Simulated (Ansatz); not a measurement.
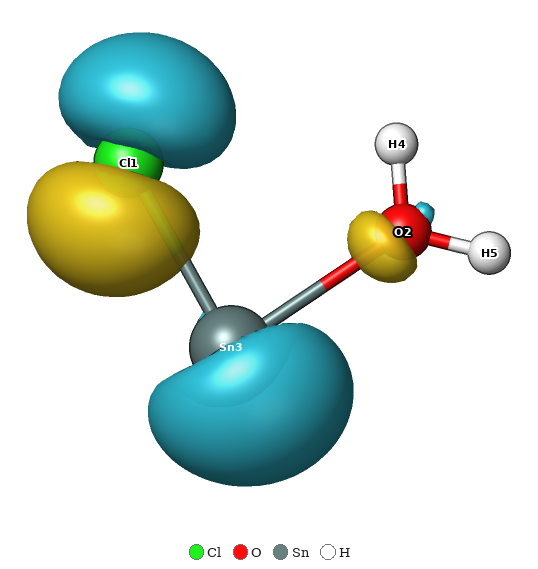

Figure 1: ClH2OSn (charge +1). One frontier orbital at ±0.15 Å⁻³ᐟ² (yellow and cyan are the two phases), seen across its widest extent.

Geometry: r2SCAN-D4/def2-SVP; core potentials replace the inner electrons of Sn.

The calculation used isolated molecule in a Gaussian basis; Kohn-Sham density functional theory, functional PBE0 in Ansatz 0.2.0.

```xyz
5

Cl    2.5758    1.7168   -2.4077
O     1.1281    1.2915    0.3181
Sn    0.5816    2.5436   -1.5135
H     1.9509    0.7683    0.3176
H     0.6791    1.1562    1.1708
```

Q: Which orbital is it: HOMO or LUMO?

A: The HOMO, at −13.82 eV. Its weight (Hirshfeld) is mainly on Cl1 (about 60 %) and Sn3 (about 40 %); it is symmetric in the molecular plane (an in-plane orbital: σ, lone-pair or in-plane π type).
